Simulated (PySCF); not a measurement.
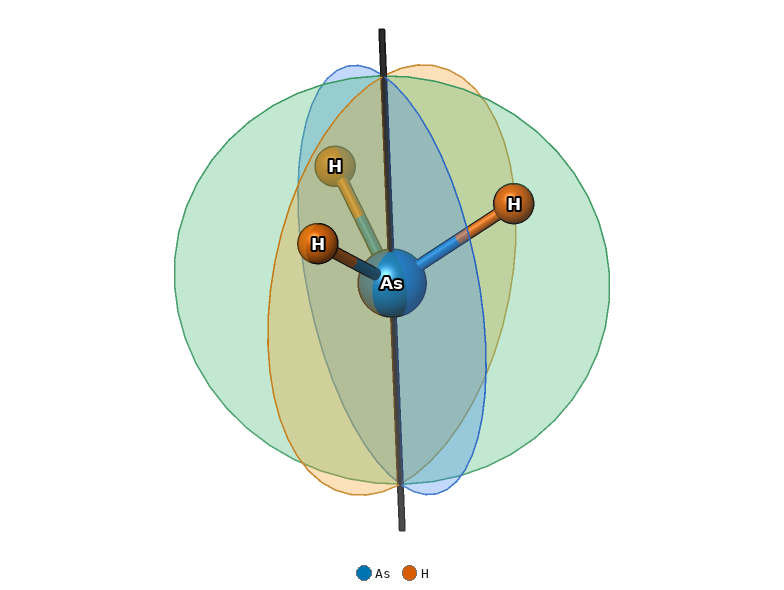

All proper rotation axes (lines) and mirror planes (discs) of the structure are drawn in. Atoms fade into the background with distance from the viewer. The computed structure is the end point of a PBE0-D3(BJ)/def2-TZVP optimisation. No frequency run is at hand to confirm it as a minimum.

Q: What is the order of each axis, and which point group results?

A: It has 1 C3 axis and 3 mirror planes. Point group C3v. The group has 6 operations. The geometry is achiral, and symmetry allows a dipole moment.
